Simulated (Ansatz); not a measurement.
Take CdTe in the zinc blende structure (space group F-43m, No. 216; a = 6.489 Å) as the base.

It is then changed as follows: a negative pressure, −1 GPa.

Computed with DFT with PBEsol, PAW potentials and a 420 eV plane-wave cutoff in Ansatz (a program for electronic structure), no spin-orbit coupling.

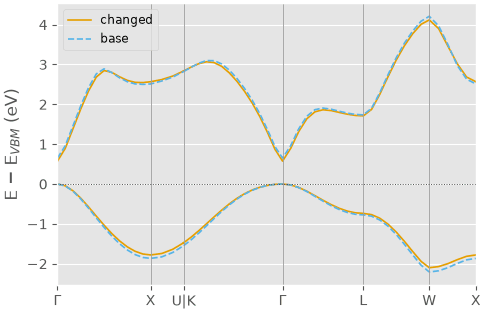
Fig. 1. Highest valence and lowest conduction band along the path, each from its own valence-band maximum

Question: Read the changed gap and its character from the plot.

Answer: About 0.6 eV, direct at Γ.

Spin-orbit coupling, missing from the scalar runs, can matter with Te. Load acts through the strain it causes; cell and atoms are relaxed under it. Stability against distortions was not tested.
